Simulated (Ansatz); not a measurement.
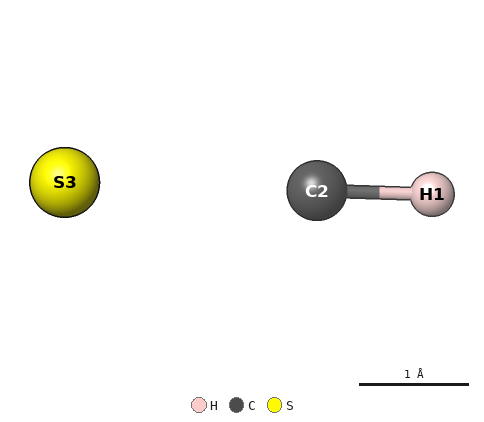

Source: calculation with Ansatz.

Orthographic view. Atoms fade into the background with distance from the viewer. Charge +1, singlet. Geometry: a fixed input geometry, not necessarily a minimum.

Give the distance matrix in Å.

```tsv
atom	H1	C2	S3
H1	0.00		
C2	1.08	0.00	
S3	3.44	2.36	0.00
```
